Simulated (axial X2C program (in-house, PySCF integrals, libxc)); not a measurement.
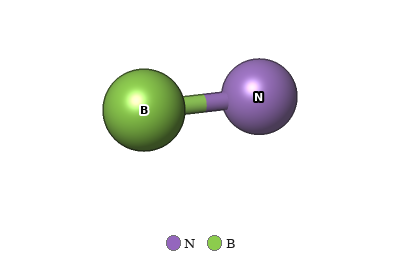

Fig. 1: The molecule at the reference distance of 1.316 Å.

Run report: NB, relativistic diatomic calculation

NB, single determinant with Ω = 2. The distance is the PBE0 minimum at charge 0. Computed at this level: expectation values, HF and Kohn-Sham, two-component X2C with atomic mean-field Coulomb and Gaunt terms, N dyall-av3z, B dyall-v3z (cores contracted) (axial X2C program (in-house, PySCF integrals, libxc)).

**Output**
```
two-component X2C + atomic mean field  PBE0
basis functions 99  fitting functions 555  grid points 4346
iter        total energy     max residual
   1        -79.371994104     6.81e-05
   2        -79.371994138     3.97e-05
   3        -79.371994146     1.91e-05
   4        -79.371994150     4.50e-06
converged
one-electron -134.58468174  Coulomb 51.85809888  exact exchange -2.59554858  xc functional -8.12035633  nuclear repulsion 14.07386199  atomic mean-field constant -0.00336838
```

**Expectation values by level of theory**

| quantity | PBE0 | HF | B3LYP | LDA | TPSSh |
| --- | --- | --- | --- | --- | --- |
| effective field for an electron dipole moment (GV/cm) | 0.0123 | 0.0137 | 0.0121 | 0.0102 | 0.0112 |
| field gradient at the first nucleus (a.u.) | −1.04 | −1.20 | −1.03 | −0.991 | −1.01 |
| field gradient at the second nucleus (a.u.) | −0.315 | −0.399 | −0.317 | −0.287 | −0.300 |
| A∥/gI, first nucleus (MHz) | 81.8 | 86.6 | 83.3 | 80.2 | 79.2 |
| A∥/gI, second nucleus (MHz) | 127 | 147 | 130 | 117 | 125 |

Each column comes from one determinant with 2 or more unpaired spinors, which can mix states, in a basis with contracted cores. The spread over the levels shows only part of the uncertainty.

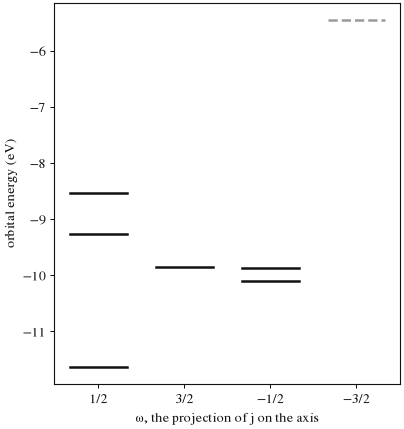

Fig. 2: Orbital energies (PBE0) near the frontier at 1.32 Å, filled (solid) and empty (dashed). The highest filled spinor (1/2; 65 % N p, 28 % B p) lies at −8.53 eV, the lowest empty one (−3/2; 61 % N p, 33 % B p) at −5.46 eV.

**Input file**
```
{"zs": [7, 5], "q": 0, "bas": ["dyall-av3z", "dyall-v3z"], "r0": 1.38, "levels": ["PBE0", "HF", "B3LYP", "LDA", "TPSSh"], "nst": 3}
```

The line is the task of a batch: nuclear charges, charge, bases, the levels to run, a first guess of the distance and further settings. This report covers the levels named above. The log is that of the reference distance, started from orbitals converged before.

The run was one of a batch that the task file lists, launched with:
```bash
python <driver script> task.json out
```

**Results in brief**

| quantity | value |
| --- | --- |
| outcome | converged |
| hardware | 1 thread of Arm Neoverse V1, 24 GiB of memory available, shared host |
| wall time | 1 s |
| peak memory | 0.21 GiB |
